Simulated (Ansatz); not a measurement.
# LiScMnGe2, from a guessed structure to a relaxed one

Starting from a made-up structure for LiScMnGe2, the aim is the relaxed cell, its shortest contacts and, where a second run follows, its electronic structure.

Method: DFT, PBEsol, plane-wave PAW, files of the set soft_1, scalar-relativistic, ferromagnetic start, cell and ions relaxed at zero pressure; PAW set soft_1, in Ansatz 0.2.0.

### 1. The starting structure

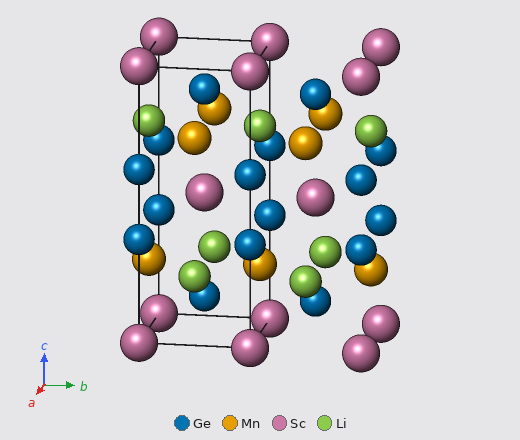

The starting structure, seen slightly off an axis (germanium blue, manganese orange, scandium pink, lithium green). 1×2×1 cells are drawn. This picture shows the conventional cell, with its axes. Some periodic images of atoms are drawn too.

### 2. Relaxation of the guess

The guess takes its coordinates from another compound and its volume from a rule, so the cell and any free coordinates are relaxed together.

The input, input.yaml:

```yaml
crystal:
  lattice:
    - [-1.9865, 1.9865, 5.054]
    - [1.9865, -1.9865, 5.054]
    - [1.9865, 1.9865, -5.054]
  atoms:
    - { symbol: Ge, position: [0.3737, 0.3737, 0.0] }
    - { symbol: Ge, position: [0.6263, 0.6263, 0.0] }
    - { symbol: Mn, position: [0.25, 0.75, 0.5], spin: 4.0 }
    - { symbol: Sc, position: [0.0, 0.0, 0.0] }
    - { symbol: Li, position: [0.75, 0.25, 0.5] }
magnetization:
  spin_polarized: true
kpoints:
  mp_grid: { grid: [9, 9, 9] }
scf:
  occupations: { method: fermi_dirac, width: 0.05 }
hamiltonian:
  xc: pbesol
  pseudopotentials: { kind: paw, azcp: { folder: soft_1 }, xc_functional: pbe }
relax:
  f_tol: 0.015
  max_steps: 70
  cell: {}
output:
  forces: true
  stress: true
```

Command:

```bash
> ansatz run input.yaml --threads 4 --pin off --max-ram 8192MiB --backend cpu --events-out ev --progress --plain --runs-dir out
```

Numbers of over 12 decimals in the logs are rounded to 6 here.

What it wrote:

```text
basis.fft_grid_basis auto: the FFT boxes are laid along the combinations [[1, 0, 1], [0, 1, 1], [0, 0, 1]] of the cell's own vectors, 3.973, 3.973 and 5.782 Å long. The dense box has 27×27×40 points. Along the cell's own vectors, as sized, it would have 40×40×40, 2.19 times as many. Of the 8 symmetry operations that the crystal satisfies within crystal.symmetry.tolerance (time reversal apart; of a slab, those that ke [...]
Engine: ansatz 0.2.0, aarch64-unknown-linux-gnu
Pseudopotentials: kind: paw
Pseudopotential: Ge, paw, valence charge 14, recommended cutoff 420 eV (normal), soft_1/Ge.paw.azcp
Pseudopotential: Mn, paw, valence charge 15, recommended cutoff 420 eV (normal), soft_1/Mn.paw.azcp
Pseudopotential: Sc, paw, valence charge 11, recommended cutoff 420 eV (normal), soft_1/Sc.paw.azcp
Pseudopotential: Li, paw, valence charge 3, recommended cutoff 420 eV (normal), soft_1/Li.paw.azcp
Functional definition: PBEsol
  exchange = pbesol_x
  correlation = pbesol_c
Crystal: 5 atoms, lattice volume = 79.776 Å³
Basis set: ecut = 420 eV, 1589 PW (Γ), FFT grids on a1+a3, a2+a3, a3, exchange–correlation on 54×54×80 points (8 copies of the dense FFT grid, shifted against one another)
Bands: 37, of which v1, the nominal top of the filled ones, is band 29 counted from 1 (28 counted from 0)
Symmetry: 8 space group operations
Space group: I-4m2 (ITA 119), of the structure as read, at distance tolerance 4.3e-5 Å
Magnetic group: BNS 119.315 (UNI 975), of the structure as read, at distance tolerance 4.3e-5 Å
k-points: 75 of 729 (time reversal used)
Non-local potential: Ge, projectors of the file, l = 0: 2, l = 1: 2, l = 2: 3, l = 3: 1
Non-local potential: Mn, projectors of the file, l = 0: 3, l = 1: 2, l = 2: 3, l = 3: 1
Non-local potential: Sc, projectors of the file, l = 0: 3, l = 1: 2, l = 2: 3, l = 3: 1
Non-local potential: Li, projectors of the file, l = 0: 3, l = 1: 2, l = 2: 1
PAW form: soft (Blöchl's): semilocal exchange-correlation on the pseudo side does not see the compensation charge
PAW frozen core: Ge, regenerated for the run's functional, and the local potential with it (the file was generated under x = pbe(κ = 0.804, μ = 0.219515), c = pbe(β = 0.066725))
PAW frozen core: Mn, regenerated for the run's functional, and the local potential with it (the file was generated under x = pbe(κ = 0.804, μ = 0.219515), c = pbe(β = 0.066725))
PAW frozen core: Sc, regenerated for the run's functional, and the local potential with it (the file was generated under x = pbe(κ = 0.804, μ = 0.219515), c = pbe(β = 0.066725))
PAW one-centre angular grid: Ge, 590 points (default); XC on 64 Gauss nodes
PAW one-centre angular grid: Mn, 590 points (default); XC on 64 Gauss nodes
PAW one-centre angular grid: Sc, 590 points (default); XC on 64 Gauss nodes
PAW one-centre angular grid: Li, 110 points (default); XC on 64 Gauss nodes
Initial density: superposition of atomic densities (chi_scale 0.1, normalization cell, long waves kept (reshape's long-wave potential 0.01 eV rms))
Starting moments: Σ|m| = 4 μB on 1 of 5 sites
Initial wavefunctions: pseudopotential atomic-orbital guess
Functional: x = pbesol(κ = 0.804, μ = 0.123457), c = pbesol(β = 0.046)
SCF iter   1: F=—  HF=-14691.233022 eV  |F-HF|=—  |Δ(HF+E_count)|=         —  Δρ=3.95e-2 (↑2.06e-2 ↓3.95e-2)  dr2=5.23e0  dr2_m=1.67e-1  M=3.333 μB ∫|m|=3.738 μB  β_m=0.30  ethr=3.10e-3  ⟨swp⟩=5.5  Hψ=18871  notcnv=0
Mixer restart at iter 1: flushing history
preconditioner: auto → Kerker (q_TF=auto, 2.580 Å⁻¹)  [metal: Δε(μ)=0.011 eV  Ē_g=18.071 eV  σ=0.050 eV  W_gap=0.05  n_scr=32 (ndim 8)  ℏωp=27.9 eV  f_vac=0.000  D(μ)=2.14/eV (n_scr^D=10)]
spin=Collinear: Kerker preconditioning applied to the charge; magnetization (m = ρ↑ − ρ↓) channel mixes plain (no charge-response kernel on spin).
SCF iter   2: F=—  HF=-14691.659227 eV  |F-HF|=—  |Δ(HF+E_count)|=   4.26e-1  Δρ=3.12e-2 (↑1.62e-2 ↓3.12e-2)  dr2=3.04e0  dr2_m=1.96e-1  M=3.241 μB ∫|m|=3.655 μB  β_m=0.65  ethr=3.10e-3  ⟨swp⟩=2.0  Hψ=8172  notcnv=0  defer=244
SCF iter   3: F=—  HF=-14691.952788 eV  |F-HF|=—  |Δ(HF+E_count)|=   2.94e-1  Δρ=1.80e-2 (↑4.96e-3 ↓1.80e-2)  dr2=7.78e-1  dr2_m=4.43e-2  M=2.981 μB ∫|m|=3.400 μB  β_m=0.66  ethr=3.10e-3  ⟨swp⟩=2.7  Hψ=8114  notcnv=0  defer=244
SCF iter   4: F=—  HF=-14691.709435 eV  |F-HF|=—  |Δ(HF+E_count)|=   2.43e-1  Δρ=1.77e-2 (↑1.77e-2 ↓6.20e-3)  dr2=3.23e-1  dr2_m=2.94e-2  M=2.799 μB ∫|m|=3.209 μB  β_m=0.72  ethr=1.37e-3  ⟨swp⟩=3.5  Hψ=11771  notcnv=0  defer=243
SCF iter   5: F=—  HF=-14691.881059 eV  |F-HF|=—  |Δ(HF+E_count)|=   1.72e-1  Δρ=7.26e-3 (↑7.26e-3 ↓2.96e-3)  dr2=7.47e-2  dr2_m=4.15e-3  M=2.820 μB ∫|m|=3.203 μB  β_m=0.77  ethr=5.67e-4  ⟨swp⟩=2.1  Hψ=8180  notcnv=0  defer=243
SCF iter   6: F=—  HF=-14691.894780 eV  |F-HF|=—  |Δ(HF+E_count)|=         —  Δρ=4.98e-3 (↑4.98e-3 ↓6.73e-4)  dr2=1.89e-2  dr2_m=4.76e-3  M=2.801 μB ∫|m|=3.167 μB  β_m=0.77  ethr=1.31e-4  ⟨swp⟩=2.0  Hψ=9682  notcnv=0  defer=244
Mixer restart at iter 6: flushing history
SCF iter   7: F=—  HF=-14691.895403 eV  |F-HF|=—  |Δ(HF+E_count)|=   6.23e-4  Δρ=3.73e-3 (↑3.73e-3 ↓1.96e-3)  dr2=1.93e-2  dr2_m=6.18e-4  M=2.819 μB ∫|m|=3.178 μB  β_m=0.60  ethr=3.32e-5  ⟨swp⟩=2.0  Hψ=11097  notcnv=0  defer=244
[...]
SCF iter  15: F=-14691.892320 eV  HF=-14691.892320 eV  |F-HF|=1.52e-8  |Δ(HF+E_count)|=  5.42e-10  Δρ=2.34e-6 (↑1.46e-6 ↓2.34e-6)  dr2=1.60e-8  dr2_m=1.67e-10  M=2.805 μB ∫|m|=3.159 μB  ethr=9.41e-12  ⟨swp⟩=1.0  Hψ=15097  notcnv=0
SCF 1 converged in 15 iterations: F = -14691.892320 eV  dr2 = 1.60e-8
  greatest PAW one-centre occupation: 1.000 electrons in one spin orbital (limit 2), on the Li atom at site 4 (counted from 0), in its partial waves of l = 0
relax step   1: F+E_penalty+E_count = -14691.89231982 eV  Δ(F+E_penalty+E_count) = +0.000e0 eV  max|allowed force component| = 1.337e0 eV/Å  Δτ_max = 0.0000 Å  P = +0.455 GPa  Ω = 79.776 Å³  (15 SCF iters, dr2 threshold 1.00e-7 eV, accepted)
[... from here on, the SCF cycles and remarks between the steps are left out ...]
relax step   2: F+E_penalty+E_count = -14692.09873279 eV  Δ(F+E_penalty+E_count) = -2.064e-1 eV  max|allowed force component| = 5.426e-1 eV/Å  Δτ_max = 0.0866 Å  P = +1.602 GPa  Ω = 78.036 Å³  energy of the carried Pulay correction = +7.393e-4 eV  (11 SCF iters, dr2 threshold 5.00e-7 eV, accepted)
relax step   3: F+E_penalty+E_count = -14692.18072090 eV  Δ(F+E_penalty+E_count) = -8.199e-2 eV  max|allowed force component| = 3.331e-1 eV/Å  Δτ_max = 0.0759 Å  P = -0.450 GPa  Ω = 79.307 Å³  energy of the carried Pulay correction = +1.978e-4 eV  (11 SCF iters, dr2 threshold 5.00e-7 eV, accepted)
relax step   4: F+E_penalty+E_count = -14692.18697350 eV  Δ(F+E_penalty+E_count) = -6.253e-3 eV  max|allowed force component| = 3.770e-2 eV/Å  Δτ_max = 0.0158 Å  P = +0.430 GPa  Ω = 78.326 Å³  energy of the carried Pulay correction = +6.150e-4 eV  (10 SCF iters, dr2 threshold 5.00e-7 eV, accepted)
relax step   5: F+E_penalty+E_count = -14692.18734482 eV  Δ(F+E_penalty+E_count) = -3.713e-4 eV  max|allowed force component| = 3.639e-2 eV/Å  Δτ_max = 0.0018 Å  P = -0.193 GPa  Ω = 78.938 Å³  energy of the carried Pulay correction = +3.539e-4 eV  (9 SCF iters, dr2 threshold 5.00e-7 eV, accepted)
relax step   6: F+E_penalty+E_count = -14692.18764807 eV  Δ(F+E_penalty+E_count) = -3.033e-4 eV  max|allowed force component| = 1.326e-4 eV/Å  Δτ_max = 0.0025 Å  P = -0.001 GPa  Ω = 78.755 Å³  energy of the carried Pulay correction = +4.319e-4 eV  (9 SCF iters, dr2 threshold 1.13e-7 eV, accepted)
relax step   7: F+E_penalty+E_count = -14692.18891334 eV  Δ(F+E_penalty+E_count) = -1.265e-3 eV  max|allowed force component| = 1.138e-3 eV/Å  Δτ_max = 0.0000 Å  P = +0.018 GPa  Ω = 78.755 Å³  stress off target by 9.09e-2 GPa  SCF on the basis re-selected at this cell (its energy is not comparable with the rows above)  (11 SCF iters)
relax step   8: F+E_penalty+E_count = -14692.18892981 eV  Δ(F+E_penalty+E_count) = -1.648e-5 eV  max|allowed force component| = 2.206e-4 eV/Å  Δτ_max = 0.0004 Å  P = +0.009 GPa  Ω = 78.754 Å³  energy of the carried Pulay correction = -1.941e-6 eV  (8 SCF iters, dr2 threshold 2.07e-8 eV, accepted)
relax step   9: F+E_penalty+E_count = -14692.18892761 eV  Δ(F+E_penalty+E_count) = +2.201e-6 eV  max|allowed force component| = 2.082e-4 eV/Å  Δτ_max = 0.0000 Å  P = +0.009 GPa  Ω = 78.754 Å³  stress off target by 2.20e-2 GPa  SCF on the basis re-selected at this cell (its energy is not comparable with the rows above)  (5 SCF iters)
basis re-selected at this cell: Δ(F+E_penalty+E_count) = +2.201e-6 eV, ΔP = -0.000 GPa vs the last step (what re-selecting the basis moved, of the pressure what is left beyond the Pulay correction that the steps carried, after the strain that the cell walked since its last selection, with what the two solves' SCF thresholds leave and, on support functions, any second-order correction that the steps lacked; it is no m [...]
SCF converged after 5 iterations
Magnetization: 2.9120 μB (29.9560 up, 27.0440 down)
Absolute magnetization: 3.3519 μB (∫|ρ↑−ρ↓|, with the PAW one-centre terms)
Spin contamination: 0.2313 ħ² per cell (⟨S²⟩ above its minimum at these occupations)
Per-site moments (μB) at R_I (Å): [(-0.035419, 0.997941), (-0.035419, 0.997941), (2.704148, 1.000240), (0.067440, 1.219118), (-0.019654, 1.000240)]
Free energy (F): -14692.188928 eV
Harris-Foulkes:  -14692.188928 eV  (|F-HF|=1.46e-11)
Internal energy: -14692.172560 eV  (E = F + TS)
E sigma→0 (E₀):  -14692.180744 eV
Entropy (-TS):   -0.016368 eV (-3.274 meV/atom)
Fermi energy:    11.103870 eV
--- Per-component energies (eV) ---
  E_band       = -709.741415
  E_kinetic    = 732.100708
  E_local      = -7419.056995  (includes V_loc(G=0)·N_el)
  E_nonlocal   = 1025.549711
  E_hartree    = 3232.678593
  E_xc         = -347.206800
  E_vxc        = -389.616000  (∫ρ·V_xc dr)
  E_paw        = -6233.716601  (= ΣΔE_a)
  E_vpaw       = -1124.076270  (= ΣTr[D̂ρ^β])
  E_aug_tail   = 0.000420  (compensation charges beyond the density's cutoff)
  E_ewald      = -5684.656147
  E_core_change = 2.134551  (= ΣΔE_core)
  E_smearing   = -0.016368  (= −TS)
  E_closure    = -0.000000  (closes the sum)
  Σ components = -14692.188928   (vs F -14692.188928, Δ=0.00e0)
--- Forces (eV/Å), atoms counted from 1 ---
  atom   1  Ge     0.00000000     0.00000000    -0.00020816
  atom   2  Ge     0.00000000     0.00000000     0.00020816
  atom   3  Mn     0.00000000     0.00000000    -0.00000000
  atom   4  Sc     0.00000000    -0.00000000     0.00000000
  atom   5  Li    -0.00000000     0.00000000     0.00000000
  max |Σ_I F_I| component: 5.20e-17 eV/Å
--- Stress (GPa, compression-positive) ---
        0.002939       0.000000      -0.000000
        0.000000       0.002939      -0.000000
       -0.000000      -0.000000       0.022045
  P = ⅓ Tr σ = 0.0093 GPa (0.093 kbar)
--- Relaxed structure (7 steps of the walk, 7 accepted, 2 SCFs on fresh bases) ---
  F+E_penalty+E_count = -14692.18892761 eV   max|allowed force component| = 2.082e-4 eV/Å   (the final SCF, on the basis selected at the relaxed cell)
  cell:  # Å, volume = 78.7537 Å³
    - [-1.906753, 1.906753, 5.415293]
    - [1.906753, -1.906753, 5.415293]
    - [1.906753, 1.906753, -5.415293]
  atoms:
    - { symbol: Ge, position: [0.388314, 0.388314, 0] }
    - { symbol: Ge, position: [0.611686, 0.611686, 0] }
    - { symbol: Mn, position: [0.25, 0.75, 0.500000] }
    - { symbol: Sc, position: [-2.831711253820471e-19, -2.8317112538204802e-19, 0] }
    - { symbol: Li, position: [0.75, 0.25, 0.500000] }
```

Wall time 2.1 min (4 threads of Arm Neoverse V1, shared host); peak memory 0.65 GiB.

Step by step:

| step | energy less that of the first step (eV) | largest force component (eV/Å) | pressure (GPa) | volume (Å³) |
| --- | --- | --- | --- | --- |
| 1 | 0.0000 | 1.3371 | 0.46 | 79.78 |
| 2 | -0.2064 | 0.5426 | 1.60 | 78.04 |
| 3 | -0.2884 | 0.3331 | -0.45 | 79.31 |
| 4 | -0.2947 | 0.0377 | 0.43 | 78.33 |
| 5 | -0.2950 | 0.0364 | -0.19 | 78.94 |
| 6 | -0.2953 | 0.0001 | 0.00 | 78.75 |
| 7* | -0.2966 | 0.0011 | 0.02 | 78.75 |
| 8 | -0.2966 | 0.0002 | 0.01 | 78.75 |
| 9* | -0.2966 | 0.0002 | 0.01 | 78.75 |

Relaxation steps marked * repeat the geometry before them on a plane-wave basis chosen anew for their cell, so energy and pressure can jump there.

Forces are held to the 8 operations that the run works with; a distortion that breaks them can't arise in this run.

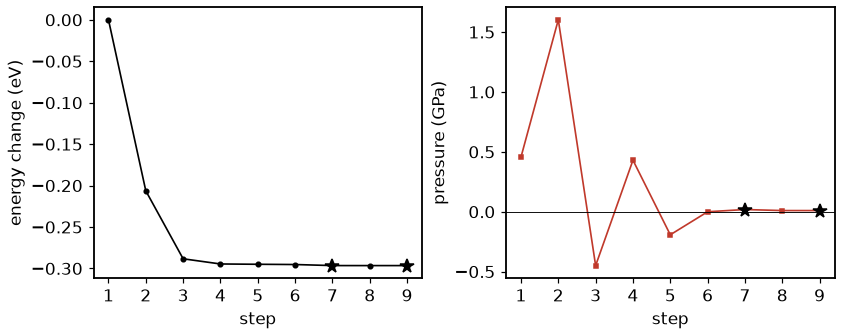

Energy and pressure along the relaxation. Stars mark steps on a basis chosen anew.

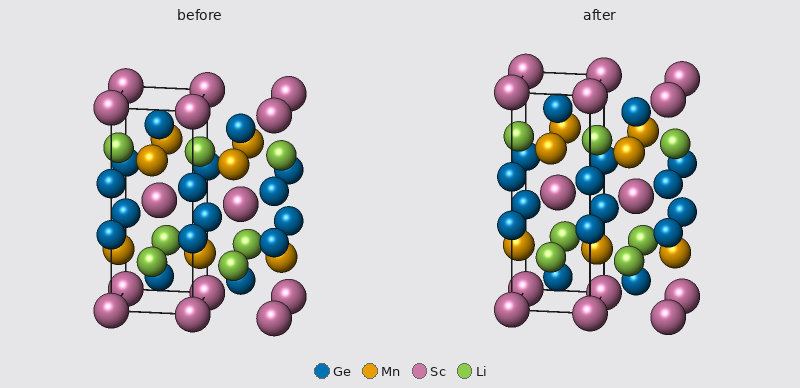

Before and after, at one scale.

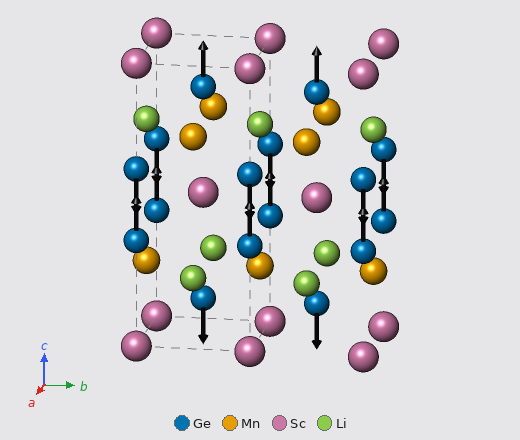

Displacements in the relaxation, exaggerated, measured against the changing cell; the longest in the cell stands for 0.16 Å. 1×2×1 conventional cells are drawn. Some periodic images of atoms are drawn too.

| conventional cell, symmetrised | before | after | change |
| --- | --- | --- | --- |
| a (Å) | 3.973 | 3.814 | -4.0 % |
| b (Å) | 3.973 | 3.814 | -4.0 % |
| c (Å) | 10.108 | 10.831 | +7.1 % |
| volume (Å³/atom) | 15.96 | 15.75 | -1.3 % |

The atoms that moved most (Å, as changes of fractional coordinates times the final cell):

| atom | dx | dy | dz | length |
| --- | --- | --- | --- | --- |
| Ge1 | 0.000 | 0.000 | 0.158 | 0.158 |
| Ge2 | 0.000 | 0.000 | -0.158 | 0.158 |

The relaxed structure:

```xyz
5
Lattice="-1.9068 1.9068 5.4153 1.9068 -1.9068 5.4153 1.9068 1.9068 -5.4153" Properties=species:S:1:pos:R:3 pbc="T T T"
Ge    0.0000    0.0000    4.2057
Ge    0.0000    0.0000    6.6249
Mn    1.9068    0.0000    2.7076
Sc    0.0000    0.0000    0.0000
Li    0.0000    1.9068    2.7076
```

This step gave:

```
free energy             : -14692.1889 eV
energy at zero smearing : -14692.1807 eV
smearing term TS        : 0.01637 eV
Fermi energy            : 11.10 eV
magnetization           : 2.912 μB
absolute magnetization  : 3.352 μB
site moments            : -0.03542, -0.03542, 2.704, 0.06744, -0.01965 μB
electrons               : 57
symmetry operations     : 8
pressure                : 0.009307 GPa
```

Site moment by atom:

| atom | site moment (μB) |
| --- | --- |
| Ge1 | -0.04 |
| Ge2 | -0.04 |
| Mn3 | 2.70 |
| Sc4 | 0.07 |
| Li5 | -0.02 |

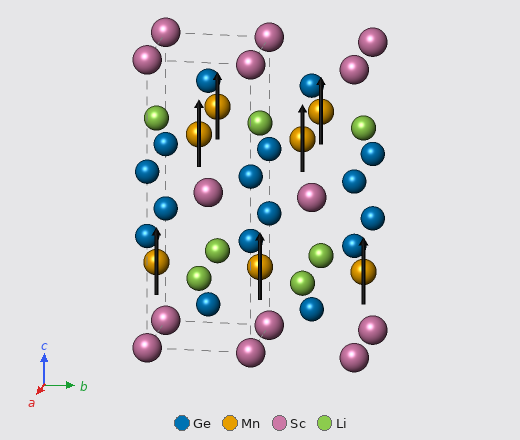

Site moment as arrows, the longest 2.70 μB. Up and down stand for the sign. Arrows give size and sign along the axis of quantisation, drawn up and down the page. 1×2×1 conventional cells are drawn. Some periodic images of atoms are drawn too.

Shortest distances by pair of elements, guess and relaxed (not always the same contact):

| pair | guess (Å) | relaxed (Å) |
| --- | --- | --- |
| Ge–Ge | 2.553 | 2.419 |
| Ge–Li | 2.347 | 2.425 |
| Ge–Mn | 2.347 | 2.425 |
| Li–Mn | 2.809 | 2.697 |
| Ge–Sc | 3.086 | 2.955 |

The relaxation ends with a largest force component of 2.1e-4 eV/Å and a pressure of 0.01 GPa.

### 3. Outcome

| Property | Result |
| --- | --- |
| space group, relaxed | I-4m2 |
| conventional cell | a = 3.814, b = 3.814, c = 10.831 Å; α = 90.0°, β = 90.0°, γ = 90.0° |
| volume per atom | 15.75 Å³ (guess 15.96) |
| total moment | 2.91 μB in the cell of 5 atoms |

What this shows: LiScMnGe2 relaxes to I-4m2 with a = 3.814, b = 3.814 and c = 10.831 Å. The guessed volume was near the relaxed one. The space group I-4m2 was held in the relaxation, so the end point is a stationary structure within it and may be a saddle against distortions or other arrangements. The input starts from parallel moments, and no other start was typed. Mesh and cutoff weren't tested. No dispersion term is used, so weakly bound directions may come out too long. Nothing here tests whether the compound is stable against decomposition.

[Logs are printed without paths, hosts, clocks, repeated set-up lines and the standing remarks that a program may print on its own settings, such as how far it seeks lower states.]

[Hosts, paths, dates, database ids (printed as entryN), source tags and the programs' standing remarks are cut or masked in the printed files.]
